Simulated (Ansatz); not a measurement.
**Cl₄H₂Hf: density, localisation and related maps**

Input file:

```
crystal:
  periodic: [false, false, false]
  atoms:
    - {symbol: Hf, position_ang: [-0.433200, -0.419822, 0.304330]}
    - {symbol: Cl, position_ang: [0.946056, 1.307882, -1.658203]}
    - {symbol: Cl, position_ang: [-0.063735, -2.079519, -1.291895]}
    - {symbol: Cl, position_ang: [-0.949226, -1.560438, 2.249548]}
    - {symbol: Cl, position_ang: [-2.209478, 1.053660, -0.028116]}
    - {symbol: H, position_ang: [1.600431, 1.318524, -0.537370]}
    - {symbol: H, position_ang: [1.109153, 0.379613, 0.961605]}
basis:
  gaussian: {orbitals: def2-TZVPP}
hamiltonian: {xc: pbe0, dispersion: d4}
output: {orbitals: {seedname: orbitals}}
```

Run with:

```sh
ansatz run in.yaml --threads 8 --pin off --events-out ev --progress --plain --max-ram 19148MiB
```

A transition-state structure; geometry: PBE0-D4/def2-TZVP; core potentials replace the inner electrons of Hf.

Method: Ansatz 0.2.0, RKS PBE0-D4/def2-TZVPP.

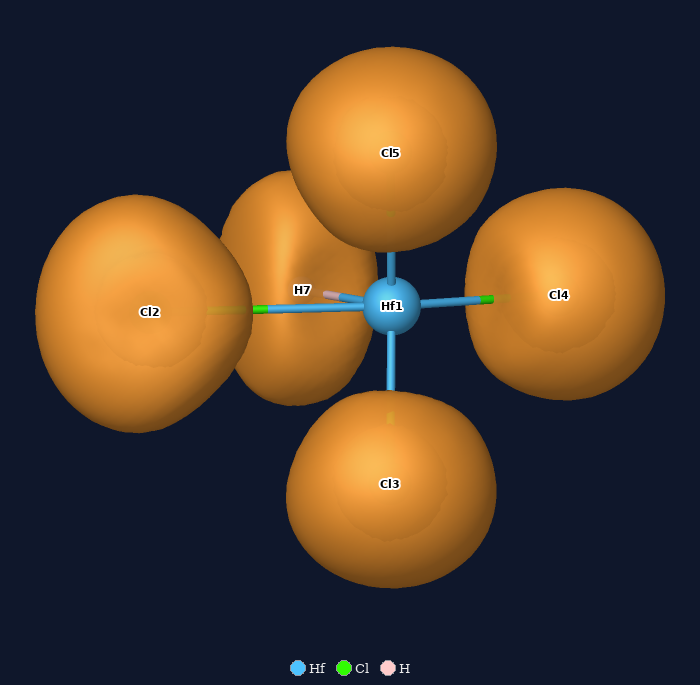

Figure 1. Isosurface of the ELF at 0.75 (orange), seen across its widest extent. Only the valence region is drawn (cores and ρ < 0.01 e/Å³ removed).

Identify the bonds, lone pairs and shells in this picture.

At this value the surface marks out one region around a hydrogen nucleus, three regions wrapped around Cl (the valence shell of each) and one joined region spread over several atoms (Cl, H), in which their bonds and any lone pairs are merged.


Hf–Cl (2.31 Å): the ELF peaks at about 0.85 in the valence shell of Cl, 0.8 Å from its nucleus, and is about 0.40 at the midpoint. Cl–H (1.30 Å): the ELF climbs to about 1 towards the hydrogen, as it does in any bond to H.

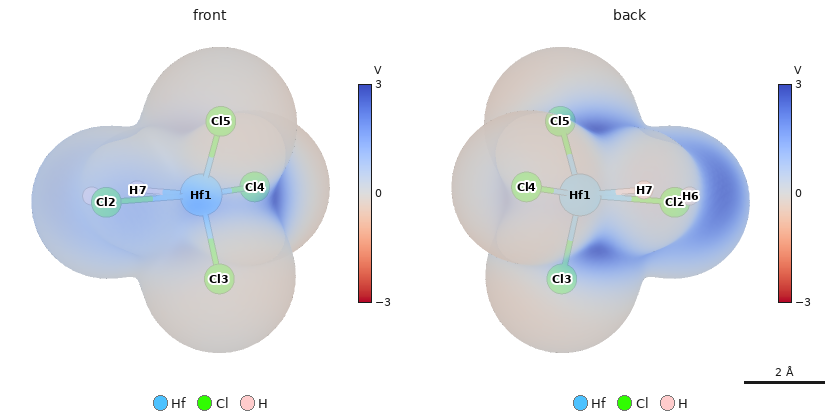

Figure 2. The molecular electrostatic potential painted on the density surface at 0.002 e/bohr³, seen from the front and from behind; red is negative and blue positive.

Where is the surface potential most negative and most positive?

The most negative region (about −0.3 V) lies over Cl3, Cl4, Cl5 and H7, the most positive (about +2.5 V) over Hf1 and H6.

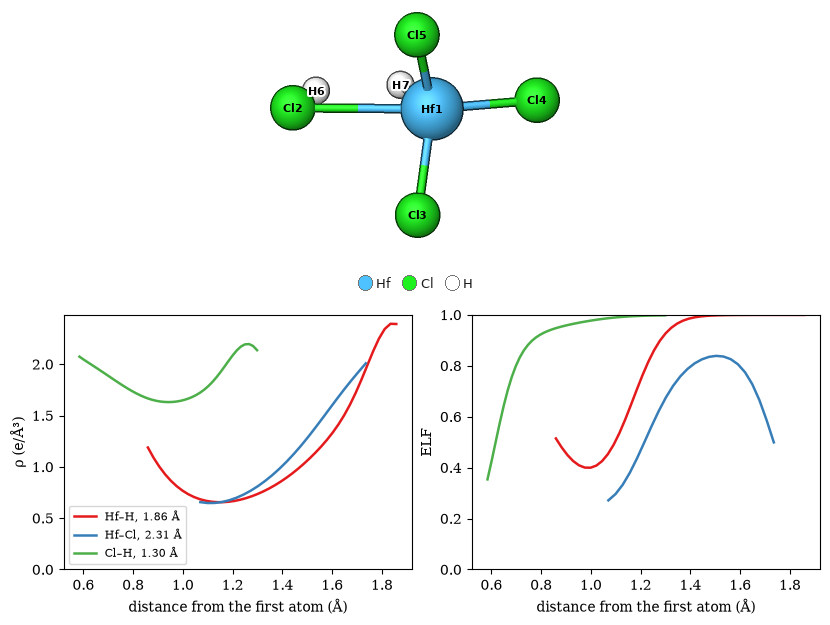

Figure 3. Electron density and electron localisation function along straight lines between neighbouring atoms. The curves leave out the atomic cores. The structure is drawn too.

Compare the contacts.

Hf–H (1.86 Å): ρ is about 0.93 e/Å³ halfway; the ELF climbs to about 1 towards the hydrogen.
Hf–Cl (2.31 Å): ρ is about 0.66 e/Å³ halfway; the ELF peaks at about 0.85 in the valence shell of Cl, 0.8 Å from its nucleus, and is about 0.40 at the midpoint.
Cl–H (1.30 Å): the density is about 2 e/Å³ at the midpoint; the ELF climbs to about 1 towards the hydrogen.

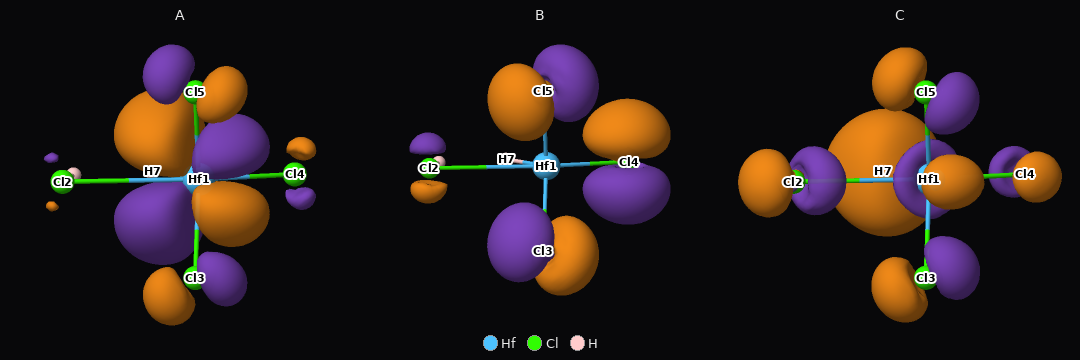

Figure 4. Three frontier orbitals at ±0.1 Å⁻³ᐟ² (orange and purple are the two phases), in no order.

Order the three orbitals by energy and name them.

B is the HOMO−1 (−9.35 eV). Its weight (Hirshfeld) is mainly on Cl4 (about 40 %), Cl3 (about 25 %) and Cl5 (about 25 %); largely a combination of lone pairs on Cl4, Cl3 and Cl5. C is the HOMO (−8.92 eV). By Hirshfeld shares it lies mainly on H7 (about 40 %), Hf1 (about 25 %), Cl2 (about 10 %), Cl3 (about 10 %) and Cl5 (about 10 %). A is the LUMO (−2.09 eV). It lies mainly on Hf1 (about 70 %), Cl3 (about 10 %) and Cl5 (about 10 %).

What is the HOMO–LUMO gap?

6.83 eV between the orbital energies.
